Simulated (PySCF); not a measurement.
**COF3 (SMILES [O]C(F)(F)F): levels of theory compared**

Aim: a comparison of 3 runs (UHF-D4/ANO-RCC-VDZP, UHF-D3(BJ)/6-31+G**, TDA-PW6B95/DZP) of COF3. Input form: a Python script.

The results are computed with PySCF 2.14.0.

4 further runs of the same task are left out: 3 that didn't finish, 1 set aside as unsound or not needed.

## 1. The molecule

COF3: 5 atoms, total charge 0, spin state doublet. SMILES: `[O]C(F)(F)F`. The coordinates come from a GFN2-xTB relaxation.

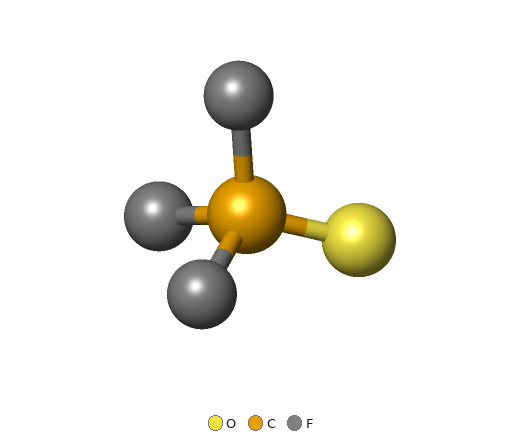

Viewed from a chosen angle; oxygen yellow, carbon amber, fluorine grey.

## 2. The energy at UHF-D4/ANO-RCC-VDZP (sfX2C, density fitting with cc-pvqz-jkfit) (run 1)

The input, input.py:

```python
from pyscf import gto

molecule = gto.Mole()
molecule.atom = '''
O     -1.613448     0.225312     1.928579
C     -0.104483     0.010280     0.086077
F      2.178892    -0.951968     0.824941
F     -0.906917    -1.526691    -1.785243
F      0.445956     2.243048    -1.054354
'''
molecule.basis = 'ano-rcc-vdzp'
molecule.verbose = 3
molecule.unit = 'bohr'
molecule.spin = 1
molecule.max_memory = 1860
molecule.symmetry = True
molecule.build()

mf = molecule.UHF()
mf = mf.x2c()
mf = mf.density_fit(auxbasis='cc-pvqz-jkfit')
mf.disp = 'd4'
mf.max_cycle = 100
mf.kernel()
if not mf.converged:
    mf = mf.newton().run(mf.mo_coeff, mf.mo_occ)

etot = mf.e_tot
print('Final energy', etot)
dip = mf.dip_moment()
pop, q = mf.mulliken_pop()
```

Run with:

```console
OMP_NUM_THREADS=1 python input.py
```

What it wrote:

```text
converged SCF energy = -411.489296937712  <S^2> = 0.75713733  2S+1 = 2.0071246
Final energy -411.4892969377116
Dipole moment(X, Y, Z, Debye): -0.74173,  0.08516,  0.81411
 ** Mulliken pop       alpha | beta **
pop of  0 O 1s        1.00008 | 1.00038
pop of  0 O 2s        0.95714 | 0.93131
pop of  0 O 3s        0.00037 | -0.00011
pop of  0 O 2px       0.84627 | 0.46239
pop of  0 O 2py       0.94590 | 0.67966
pop of  0 O 2pz       0.79141 | 0.47999
pop of  0 O 3px      -0.00128 | -0.00266
pop of  0 O 3py      -0.00406 | -0.00496
pop of  0 O 3pz      -0.00029 | -0.00154
pop of  0 O 3dxy      0.00160 | 0.00152
pop of  0 O 3dyz      0.00211 | 0.00197
pop of  0 O 3dz^2     0.00388 | 0.00300
pop of  0 O 3dxz      0.00648 | 0.00658
pop of  0 O 3dx2-y2    0.00179 | 0.00167
pop of  1 C 1s        0.99965 | 0.99968
pop of  1 C 2s        0.35551 | 0.37277
pop of  1 C 3s        0.02558 | 0.02919
pop of  1 C 2px       0.27353 | 0.29600
pop of  1 C 2py       0.27137 | 0.28428
pop of  1 C 2pz       0.27751 | 0.29736
pop of  1 C 3px       0.01299 | 0.01665
pop of  1 C 3py       0.00803 | 0.00941
pop of  1 C 3pz       0.01795 | 0.02161
pop of  1 C 3dxy      0.04440 | 0.03940
pop of  1 C 3dyz      0.05286 | 0.05343
pop of  1 C 3dz^2     0.04831 | 0.03718
pop of  1 C 3dxz      0.04742 | 0.04955
[... 31 lines of this table left out ...]
pop of  4 F 3s       -0.00198 | -0.00224
pop of  4 F 2px       0.96388 | 0.95543
pop of  4 F 2py       0.80055 | 0.79428
pop of  4 F 2pz       0.93028 | 0.92648
pop of  4 F 3px      -0.00463 | -0.00367
pop of  4 F 3py      -0.00509 | -0.00526
pop of  4 F 3pz      -0.00470 | -0.00495
pop of  4 F 3dxy      0.00137 | 0.00147
pop of  4 F 3dyz      0.00271 | 0.00276
pop of  4 F 3dz^2     0.00087 | 0.00088
pop of  4 F 3dxz      0.00039 | 0.00046
pop of  4 F 3dx2-y2    0.00225 | 0.00226
In total            21.00000 | 20.00000
 ** Mulliken atomic charges   ( Nelec_alpha | Nelec_beta ) **
charge of  0O =     -0.11062  (     4.55142      3.55920 )
charge of  1C =      0.97283  (     2.48037      2.54680 )
charge of  2F =     -0.28513  (     4.66853      4.61660 )
charge of  3F =     -0.28749  (     4.64568      4.64181 )
charge of  4F =     -0.28959  (     4.65400      4.63559 )
```

Wall time 3.6 s (1 thread of Arm Neoverse V1, shared host); peak memory 0.17 GiB.

## 3. Energy and gradient at UHF-D3(BJ)/6-31+G(d,p) (density fitting with cc-pvqz-jkfit, Cartesian functions, IEF-PCM water) (run 2)

The input, input.py:

```python
import pyscf.grad
from pyscf import gto, solvent

molecule = gto.Mole()
molecule.atom = '''
O     -1.613448     0.225312     1.928579
C     -0.104483     0.010280     0.086077
F      2.178892    -0.951968     0.824941
F     -0.906917    -1.526691    -1.785243
F      0.445956     2.243048    -1.054354
'''
molecule.verbose = 4
molecule.basis = '6-31+g**'
molecule.cart = True
molecule.charge = 0
molecule.spin = 1
molecule.unit = 'bohr'
molecule.max_memory = 1860
molecule.build()

mf = molecule.UHF()
mf = mf.density_fit(auxbasis='cc-pvqz-jkfit')
mf = mf.PCM()
mf.with_solvent.method = 'IEF-PCM'
mf.with_solvent.eps = 78.3553
mf.init_guess = 'atom'
mf.disp = 'd3bj'
mf.conv_tol = 1e-07
mf.kernel()

e_tot = mf.e_tot
print('E(%s) = %.9f' % ('HF', e_tot))
grad = mf.Gradients().kernel()
dip = mf.dip_moment()
pop, q = mf.mulliken_pop()
```

Run with:

```console
OMP_NUM_THREADS=1 python input.py
```

What it wrote:

```text
PySCF version 2.14.0

[... 98 lines left out ...]
Atomic HF for atom  C  converged. SCF energy = -37.3355892615943
[... 38 lines left out ...]
Solvent Energy = -0.00485892027993724
[... 17 lines left out ...]
Solvent Energy = -0.0030322257488522
[... 17 lines left out ...]
Solvent Energy = -0.00309814429248663
[... 17 lines left out ...]
Solvent Energy = -0.00309905394920669
[... 22 lines left out ...]
Dipole moment(X, Y, Z, Debye): -0.76976,  0.08928,  0.84157
[... 11 lines left out ...]
charge of  4F =     -0.44445  (     4.73177      4.71268 )
```

Run time: 15 s. Hardware: 1 thread of Arm Neoverse V1, shared host; peak memory 0.38 GiB.

## 4. The excited states at TDA-PW6B95/DZP (sfX2C, density fitting with cc-pvdz-jkfit) (run 3)

The input, job.py:

```python
from pyscf import gto, dft, tdscf

mol = gto.M(
    atom='''
O     -0.853800     0.119230     1.020560
C     -0.055290     0.005440     0.045550
F      1.153020    -0.503760     0.436540
F     -0.479920    -0.807890    -0.944710
F      0.235990     1.186970    -0.557940
''',
    symmetry=True,
    basis='dzp',
    max_memory=1860,
    spin=1,
    verbose=4,
)

mf = dft.UKS(mol, xc='pw6b95')
mf = mf.sfx2c1e()
mf = mf.density_fit(auxbasis='cc-pvdz-jkfit')
mf.kernel()

etot = mf.e_tot
print(f'total energy: {etot:.8f} hartree')

td = tdscf.TDA(mf)
td.nstates = 6
td.kernel()
td.analyze()
roots = td.e * 27.211386
osc = td.oscillator_strength()
print('state   eV      nm      f')
for i, (w, f) in enumerate(zip(roots, osc), 1):
    print('%3d %9.4f %8.1f %9.5f' % (i, w, 1239.842 / w, f))
```

Run with:

```console
OMP_NUM_THREADS=1 python job.py
```

What it wrote:

```text
PySCF version 2.14.0

[... 65 lines left out ...]
WARN: HOMO -0.413957045208331 >= LUMO -0.413957045208332
[... 86 lines left out ...]
converged SCF energy = -413.636215405124  <S^2> = 0.7529915  2S+1 = 2.0029893
total energy: -413.63621541 hartree
[... 30 lines left out ...]
** Transition electric dipole moments (AU) **
[... 8 lines left out ...]
** Transition velocity dipole moments (imaginary part, AU) **
[... 8 lines left out ...]
** Transition magnetic dipole moments (imaginary part, AU) **
state          X           Y           Z
  1         0.5217     -0.0729     -0.6352
  2        -0.2489     -0.4217     -0.1522
  3        -0.1471      0.1436     -0.1405
  4        -0.1197      0.0053      0.0269
  5         0.0137      0.0976     -0.0064
  6        -0.1100     -0.0031      0.0453
state   eV      nm      f
  1    0.1045  11859.2   0.00002
  2    3.3541    369.7   0.00055
  3    3.3795    366.9   0.00178
  4    3.9347    315.1   0.00012
  5    3.9882    310.9   0.00974
  6    5.0841    243.9   0.00576
```

Wall time 4.5 min (1 thread of Arm Neoverse V1, shared host); peak memory 0.53 GiB.

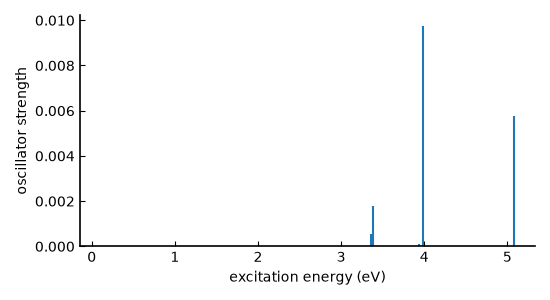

Vertical excitations as sticks.

The roots found:

```
excited state  energy (eV)  strength
            1        0.105    0.0000
            2        3.354    0.0006
            3        3.380    0.0018
            4        3.935    0.0001
            5        3.988    0.0097
            6        5.084    0.0058
```

## 5. All runs side by side

```
run                                                                                         level      task  Cartesian functions  energy (Eh)  dipole moment (D) of the reference  HOMO energy (eV)  LUMO energy (eV)  wall time
  1                               UHF-D4/ANO-RCC-VDZP (sfX2C, density fitting with cc-pvqz-jkfit)    energy                   no  -411.489297                                1.10            -16.53             -0.74      3.6 s
  2  UHF-D3(BJ)/6-31+G** (density fitting with cc-pvqz-jkfit, Cartesian functions, IEF-PCM water)  gradient                  yes  -411.032818                                1.14            -16.15             -0.36       15 s
  3                                    TDA-PW6B95/DZP (sfX2C, density fitting with cc-pvdz-jkfit)   excited                   no  -413.636215                                0.67            -11.25             -7.02    4.5 min
```

## 6. Summary of results

```
                                                             quantity          value
                             run 3: ground-state or mean-field energy  -413.63622 Eh
                      run 3: dipole moment (PW6B95 Kohn–Sham density)         0.67 D
run 3: HOMO energy (PW6B95 Kohn–Sham orbitals) (highest over α and β)      -11.25 eV
 run 3: LUMO energy (PW6B95 Kohn–Sham orbitals) (lowest over α and β)       -7.02 eV
                             run 3: ⟨S²⟩ of the reference determinant          0.753
                                      run 3: lowest excitation energy        0.10 eV
```

All runs together took 4.8 min, the longest 4.5 min.
